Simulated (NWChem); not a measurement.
# C₃H₄F₂: energy and gradient calculation

C₃H₄F₂, SMILES FC1(F)CC1, computed with B3LYP/6-31G*, RKS (NWChem 7.3.0).

The geometry comes from this level: PBE0-D4/def2-TZVP.

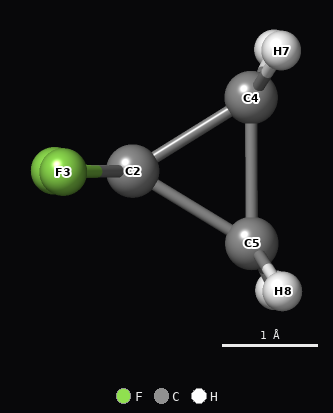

Fig. 1: The input geometry (ball-and-stick view, seen at a tilt; atoms are numbered from 1 in the order of the input). Bond lengths as drawn: C–C 1.47 to 1.54 Å, C–F 1.34 Å and C–H 1.08 Å.

Input file:
```
start c3h4f2
title "C3H4F2"
memory stack 880 mb heap 220 mb global 1100 mb
geometry units angstrom noautosym nocenter noautoz
   F        1.653500      -0.826400       0.516900
   C        0.571500      -0.513600      -0.214600
   F        0.598200      -1.204400      -1.366000
   C        0.068600       0.866300      -0.209800
   C       -0.712600      -0.275800       0.457400
   H        0.564000       1.577900       0.437800
   H       -0.320000       1.261000      -1.139500
   H       -1.609500      -0.624100      -0.038100
   H       -0.725300      -0.307300       1.539100
end
basis
   * library 6-31G*
end
dft
   xc b3lyp
   grid xfine
   convergence energy 1e-08
   iterations 100
   mulliken
   noprint "final vectors analysis"
end
task dft gradient
```

Run as:
```bash
nwchem c3h4f2.nw > c3h4f2.out
```

Log:
```
Northwest Computational Chemistry Package (NWChem) 7.3.0
             --------------------------------------------------------

           Job information
           ---------------

    nwchem branch   = 7.3.0
    use scalapack   = T
    input           = c3h4f2.nw
    prefix          = c3h4f2.
    data base       = ./c3h4f2.db
    status          = startup
    nproc           =        1

           Memory information
           ------------------

    heap     =     28835836 doubles =      220.0 Mbytes
    stack    =    115343361 doubles =      880.0 Mbytes
    global   =    144179200 doubles =     1100.0 Mbytes (distinct from heap & stack)
    total    =    288358397 doubles =     2200.0 Mbytes
    verify   = yes
    hardfail = no

           Directory information
           ---------------------

  0 permanent = .
  0 scratch   = .

                                NWChem Input Module
                                -------------------

                                      C3H4F2
                                      ------

 Scaling coordinates for geometry "geometry" by  1.889725989
 (inverse scale =  0.529177249)

                             Geometry "geometry" -> ""
                             -------------------------

 Output coordinates in angstroms (scale by  1.889725989 to convert to a.u.)

  No.       Tag          Charge          X              Y              Z
 ---- ---------------- ---------- -------------- -------------- --------------
    1 F                    9.0000     1.65350000    -0.82640000     0.51690000
    2 C                    6.0000     0.57150000    -0.51360000    -0.21460000
    3 F                    9.0000     0.59820000    -1.20440000    -1.36600000
    4 C                    6.0000     0.06860000     0.86630000    -0.20980000
    5 C                    6.0000    -0.71260000    -0.27580000     0.45740000
    6 H                    1.0000     0.56400000     1.57790000     0.43780000
    7 H                    1.0000    -0.32000000     1.26100000    -1.13950000
    8 H                    1.0000    -1.60950000    -0.62410000    -0.03810000
    9 H                    1.0000    -0.72530000    -0.30730000     1.53910000

      Atomic Mass
      -----------

      F                 18.998400
      C                 12.000000
      H                  1.007825

 Effective nuclear repulsion energy (a.u.)     184.9612971984

            Nuclear Dipole moment (a.u.)
            ----------------------------
        X                 Y               Z
 ---------------- ---------------- ----------------
    33.5227941744   -30.0623279441   -12.5564733037

            XYZ format geometry
            -------------------
     9
 geometry
 F                     1.65350000    -0.82640000     0.51690000
 C                     0.57150000    -0.51360000    -0.21460000
 F                     0.59820000    -1.20440000    -1.36600000
 C                     0.06860000     0.86630000    -0.20980000
 C                    -0.71260000    -0.27580000     0.45740000
 H                     0.56400000     1.57790000     0.43780000
 H                    -0.32000000     1.26100000    -1.13950000
 H                    -1.60950000    -0.62410000    -0.03810000
 H                    -0.72530000    -0.30730000     1.53910000

 ==============================================================================
                                internuclear distances
 ------------------------------------------------------------------------------
       center one      |      center two      | atomic units |  angstroms
 ------------------------------------------------------------------------------
    2 C                |   1 F                |     2.53791  |     1.34300
    3 F                |   2 C                |     2.53790  |     1.34300
    4 C                |   2 C                |     2.77542  |     1.46869
    5 C                |   2 C                |     2.77542  |     1.46869
    5 C                |   4 C                |     2.90294  |     1.53617
    6 H                |   4 C                |     2.04508  |     1.08221
    7 H                |   4 C                |     2.04505  |     1.08219
    8 H                |   5 C                |     2.04515  |     1.08225
    9 H                |   5 C                |     2.04512  |     1.08223
 ------------------------------------------------------------------------------
                         number of included internuclear distances:          9
 ==============================================================================

 ==============================================================================
                                 internuclear angles
 ------------------------------------------------------------------------------
        center 1       |       center 2       |       center 3       |  degrees
 ------------------------------------------------------------------------------
    1 F                |   2 C                |   3 F                |   109.34
    1 F                |   2 C                |   4 C                |   119.53
    1 F                |   2 C                |   5 C                |   119.53
    3 F                |   2 C                |   4 C                |   119.53
    3 F                |   2 C                |   5 C                |   119.53
    4 C                |   2 C                |   5 C                |    63.06
    4 C                |   2 C                |   5 C                |    63.06
    2 C                |   4 C                |   6 H                |   117.58
    2 C                |   4 C                |   7 H                |   117.57
    5 C                |   4 C                |   6 H                |   117.50
    5 C                |   4 C                |   7 H                |   117.50
    6 H                |   4 C                |   7 H                |   116.02
    5 C                |   2 C                |   4 C                |    63.06
    2 C                |   5 C                |   8 H                |   117.58
    2 C                |   5 C                |   9 H                |   117.57
    4 C                |   5 C                |   8 H                |   117.51
    4 C                |   5 C                |   9 H                |   117.50
    8 H                |   5 C                |   9 H                |   116.01
 ------------------------------------------------------------------------------
                            number of included internuclear angles:         18
 ==============================================================================

 Summary of "ao basis" -> "" (cartesian)
 ------------------------------------------------------------------------------
       Tag                 Description            Shells   Functions and Types
 ---------------- ------------------------------  ------  ---------------------
 *                           6-31G*                   on all atoms

                                 NWChem DFT Module
                                 -----------------

                                      C3H4F2

                      Basis "ao basis" -> "ao basis" (cartesian)
                      -----
  [basis functions not shown]

 Summary of "ao basis" -> "ao basis" (cartesian)
 ------------------------------------------------------------------------------
       Tag                 Description            Shells   Functions and Types
 ---------------- ------------------------------  ------  ---------------------
 F                           6-31G*                  6       15   3s2p1d
 C                           6-31G*                  6       15   3s2p1d
 H                           6-31G*                  2        2   2s

 Summary of "ao basis" -> "ao basis" (cartesian)
 ------------------------------------------------------------------------------
       Tag                 Description            Shells   Functions and Types
 ---------------- ------------------------------  ------  ---------------------
 F                           6-31G*                  6       15   3s2p1d
 C                           6-31G*                  6       15   3s2p1d
 H                           6-31G*                  2        2   2s

  Caching 1-el integrals
  itol2e modified to match energy
  convergence criterion.
  tol_rho modified to match energy
  convergence criterion.

            General Information
            -------------------
          SCF calculation type: DFT
          Wavefunction type:  closed shell.
          No. of atoms     :     9
          No. of electrons :    40
           Alpha electrons :    20
            Beta electrons :    20
          Charge           :     0
          Spin multiplicity:     1
          Use of symmetry is: off; symmetry adaption is: off
          Maximum number of iterations: 100
          AO basis - number of functions:    83
                     number of shells:    38
          Convergence on energy requested:  1.00D-08
          Convergence on density requested:  1.00D-05
          Convergence on gradient requested:  5.00D-04

              XC Information
              --------------
                         B3LYP Method XC Potential
                     Hartree-Fock (Exact) Exchange  0.200
                        Slater Exchange Functional  0.800 local
                    Becke 1988 Exchange Functional  0.720 non-local
              Lee-Yang-Parr Correlation Functional  0.810
                  VWN I RPA Correlation Functional  0.190 local

             Grid Information
             ----------------
          Grid used for XC integration:  xfine
          Radial quadrature: Mura-Knowles
          Angular quadrature: Lebedev.
          Tag              B.-S. Rad. Rad. Pts. Rad. Cut. Ang. Pts.
          ---              ---------- --------- --------- ---------
          F                   0.50      100           9.0      1454
          C                   0.70      100           8.0      1454
          H                   0.35      100           9.0      1202
          Grid pruning is: on
          Number of quadrature shells:   900
          Spatial weights used:  Erf1

          Convergence Information
          -----------------------
          Convergence aids based upon iterative change in
          total energy or number of iterations.
          Levelshifting, if invoked, occurs when the
          HOMO/LUMO gap drops below (HL_TOL):  1.00D-02
          DIIS, if invoked, will attempt to extrapolate
          using up to (NFOCK): 10 stored Fock matrices.

                    Damping( 0%)  Levelshifting(0.5)       DIIS
                  --------------- ------------------- ---------------
          dE  on:    start            ASAP                start
          dE off:    2 iters        100 iters           100 iters

      Screening Tolerance Information
      -------------------------------
          Density screening/tol_rho:  1.00D-11
          AO Gaussian exp screening on grid/accAOfunc:  18
          CD Gaussian exp screening on grid/accCDfunc:  20
          XC Gaussian exp screening on grid/accXCfunc:  20
          Schwarz screening/accCoul:  1.00D-09

      Superposition of Atomic Density Guess
      -------------------------------------

 Sum of atomic energies:        -313.71835665

      Non-variational initial energy
      ------------------------------

 Total energy =    -316.278844
 1-e energy   =    -799.610995
 2-e energy   =     298.370854
 HOMO         =      -0.285768
 LUMO         =       0.146857

   Time after variat. SCF:      0.3

     ---------------------------------------------
      Total Density - Mulliken Population Analysis
     ---------------------------------------------

    Atom       Charge   Shell Charges
 -----------   ------   -------------------------------------------------------
    1 F    9     9.43   2.00  0.99  3.40  0.84  2.10  0.10
    2 C    6     4.94   2.00  0.63  1.44  0.35  0.41  0.10
    3 F    9     9.43   2.00  0.99  3.40  0.84  2.10  0.10
    4 C    6     6.59   2.00  0.72  2.05  0.66  1.13  0.04
    5 C    6     6.59   2.00  0.72  2.05  0.66  1.13  0.04
    6 H    1     0.75   0.46  0.29
    7 H    1     0.75   0.46  0.29
    8 H    1     0.75   0.46  0.29
    9 H    1     0.75   0.46  0.29
   Time prior to 1st pass:      0.3

 Grid_pts file          = ./c3h4f2.gridpts.0
 Record size in doubles =  12289        No. of grid_pts per rec  =   3070
 Max. records in memory =    470        Max. recs in file   = *********

           Memory utilization after 1st SCF pass:
           Heap Space remaining (MW):        0.00                  62
          Stack Space remaining (MW):      115.34           115342700

   convergence    iter        energy       DeltaE   RMS-Dens  Diis-err    time
 ---------------- ----- ----------------- --------- --------- ---------  ------
 d= 0,ls=0.0,diis     1   -316.2507475580 -5.01D+02  1.56D-02  1.07D+00     6.8
 d= 0,ls=0.0,diis     2   -316.2219085015  2.88D-02  8.26D-03  1.56D+00    12.2
 d= 0,ls=0.0,diis     3   -316.3567610427 -1.35D-01  1.32D-03  4.04D-02    19.0
 d= 0,ls=0.0,diis     4   -316.3595248944 -2.76D-03  6.29D-04  4.55D-03    23.9
 d= 0,ls=0.0,diis     5   -316.3598999974 -3.75D-04  1.44D-04  1.87D-04    29.1
  Resetting Diis
 d= 0,ls=0.0,diis     6   -316.3599224555 -2.25D-05  2.75D-05  6.31D-06    34.0
 d= 0,ls=0.0,diis     7   -316.3599231766 -7.21D-07  1.27D-05  6.13D-07    38.4
 d= 0,ls=0.0,diis     8   -316.3599231704  6.14D-09  6.77D-06  6.47D-07    43.8

         Total DFT energy =     -316.359923170443
      One electron energy =     -802.166107356803
           Coulomb energy =      339.603213166737
    Exchange-Corr. energy =      -38.758326178773
 Nuclear repulsion energy =      184.961297198395

 Numeric. integr. density =       40.000000030422

     Total iterative time =     43.5s

     ---------------------------------------------
      Total Density - Mulliken Population Analysis
     ---------------------------------------------

    Atom       Charge   Shell Charges
 -----------   ------   -------------------------------------------------------
    1 F    9     9.27   1.99  0.95  3.32  0.96  1.99  0.06
    2 C    6     5.39   1.99  0.70  1.96  0.26  0.39  0.09
    3 F    9     9.27   1.99  0.95  3.32  0.96  1.99  0.06
    4 C    6     6.39   1.99  0.68  2.15  0.61  0.93  0.03
    5 C    6     6.39   1.99  0.68  2.15  0.61  0.93  0.03
    6 H    1     0.82   0.53  0.30
    7 H    1     0.82   0.53  0.30
    8 H    1     0.82   0.53  0.30
    9 H    1     0.82   0.53  0.30

     -------------------------------------------
      Total Density - Lowdin Population Analysis
     -------------------------------------------

    Atom       Charge   Shell Charges
 -----------   ------   -------------------------------------------------------
    1 F    9     9.16   1.98  0.86  3.19  0.51  2.12  0.50
    2 C    6     5.71   1.97  0.34  1.72  0.24  0.86  0.58
    3 F    9     9.16   1.98  0.86  3.19  0.51  2.12  0.50
    4 C    6     6.33   1.98  0.36  1.94  0.32  1.26  0.47
    5 C    6     6.33   1.98  0.36  1.94  0.32  1.26  0.47
    6 H    1     0.83   0.49  0.34
    7 H    1     0.83   0.48  0.34
    8 H    1     0.83   0.48  0.34
    9 H    1     0.83   0.48  0.34

 center of mass
 --------------
 x =   0.96393477 y =  -0.86549098 z =  -0.36158236

 moments of inertia (a.u.)
 ------------------
         310.686435420341          71.930899753327          -8.307963665245
          71.930899753327         347.194965755301         -45.445918005424
          -8.307963665245         -45.445918005424         335.402999748043

     Multipole analysis of the density
     ---------------------------------

     L   x y z        total         alpha         beta         nuclear
     -   - - -        -----         -----         ----         -------
     0   0 0 0     -0.000000    -20.000000    -20.000000     40.000000

     1   1 0 0     -0.534284    -17.028539    -17.028539     33.522794
     1   0 1 0      0.483627     15.272977     15.272977    -30.062328
     1   0 0 1      0.202346      6.379410      6.379410    -12.556473

     2   2 0 0    -21.619515    -75.801159    -75.801159    129.982804
     2   1 1 0      1.472905     31.615242     31.615242    -61.757579
     2   1 0 1      0.239957      5.268253      5.268253    -10.296550
     2   0 2 0    -21.101077    -64.665426    -64.665426    108.229775
     2   0 1 1     -0.734157    -15.688754    -15.688754     30.643351
     2   0 0 2    -20.645049    -54.700833    -54.700833     88.756617

            General Information
            -------------------
          SCF calculation type: DFT
          Wavefunction type:  closed shell.
          No. of atoms     :     9
          No. of electrons :    40
           Alpha electrons :    20
            Beta electrons :    20
          Charge           :     0
          Spin multiplicity:     1
          Use of symmetry is: off; symmetry adaption is: off
          Maximum number of iterations: 100
          AO basis - number of functions:    83
                     number of shells:    38
          Convergence on energy requested:  1.00D-08
          Convergence on density requested:  1.00D-05
          Convergence on gradient requested:  5.00D-04

              XC Information
              --------------
                         B3LYP Method XC Potential
                     Hartree-Fock (Exact) Exchange  0.200
                        Slater Exchange Functional  0.800 local
                    Becke 1988 Exchange Functional  0.720 non-local
              Lee-Yang-Parr Correlation Functional  0.810
                  VWN I RPA Correlation Functional  0.190 local

             Grid Information
             ----------------
          Grid used for XC integration:  xfine
          Radial quadrature: Mura-Knowles
          Angular quadrature: Lebedev.
          Tag              B.-S. Rad. Rad. Pts. Rad. Cut. Ang. Pts.
          ---              ---------- --------- --------- ---------
          F                   0.50      100           9.0      1454
          C                   0.70      100           8.0      1454
          H                   0.35      100           9.0      1202
          Grid pruning is: on
          Number of quadrature shells:   900
          Spatial weights used:  Erf1

          Convergence Information
          -----------------------
          Convergence aids based upon iterative change in
          total energy or number of iterations.
          Levelshifting, if invoked, occurs when the
          HOMO/LUMO gap drops below (HL_TOL):  1.00D-02
          DIIS, if invoked, will attempt to extrapolate
          using up to (NFOCK): 10 stored Fock matrices.

                    Damping( 0%)  Levelshifting(0.5)       DIIS
                  --------------- ------------------- ---------------
          dE  on:    start            ASAP                start
          dE off:    2 iters        100 iters           100 iters

      Screening Tolerance Information
      -------------------------------
          Density screening/tol_rho:  1.00D-11
          AO Gaussian exp screening on grid/accAOfunc:  18
          CD Gaussian exp screening on grid/accCDfunc:  20
          XC Gaussian exp screening on grid/accXCfunc:  20
          Schwarz screening/accCoul:  1.00D-09

                            NWChem DFT Gradient Module
                            --------------------------

                                      C3H4F2

  charge          =   0.00
  wavefunction    = closed shell

                         DFT ENERGY GRADIENTS

    atom               coordinates                        gradient
                 x          y          z           x          y          z
   1 F       3.124662  -1.561670   0.976799   -0.008654   0.001867  -0.006936
   2 C       1.079978  -0.970563  -0.405535   -0.001169   0.001046   0.000432
   3 F       1.130434  -2.275986  -2.581366    0.000794   0.005253   0.009916
   4 C       0.129635   1.637070  -0.396465   -0.000248  -0.006914   0.001529
   5 C      -1.346619  -0.521186   0.864361    0.005812   0.001931  -0.003641
   6 H       1.065805   2.981799   0.827322   -0.000779  -0.002321  -0.001018
   7 H      -0.604712   2.382944  -2.153343    0.000816  -0.001765   0.001828
   8 H      -3.041514  -1.179378  -0.071999    0.002498   0.000730   0.000355
   9 H      -1.370618  -0.580713   2.908477    0.000929   0.000173  -0.002464

                 ----------------------------------------
                 |  Time  |  1-e(secs)   |  2-e(secs)   |
                 ----------------------------------------
                 |  CPU   |       0.01   |       2.04   |
                 ----------------------------------------
                 |  WALL  |       0.01   |       2.04   |
                 ----------------------------------------

 Task  times  cpu:       51.5s     wall:       51.5s
 Total times  cpu:       51.6s     wall:       51.6s
```

Results in brief:

```tsv
quantity	value
outcome	converged
total energy	−316.359923 hartree
basis functions	83
largest force	0.578 eV/Å
dipole moment	1.90 D
hardware	1 thread of Intel Xeon @ 2.90GHz (Ice Lake), 16 GiB of memory available, shared host
wall time	52 s
peak memory	0.15 GiB
```
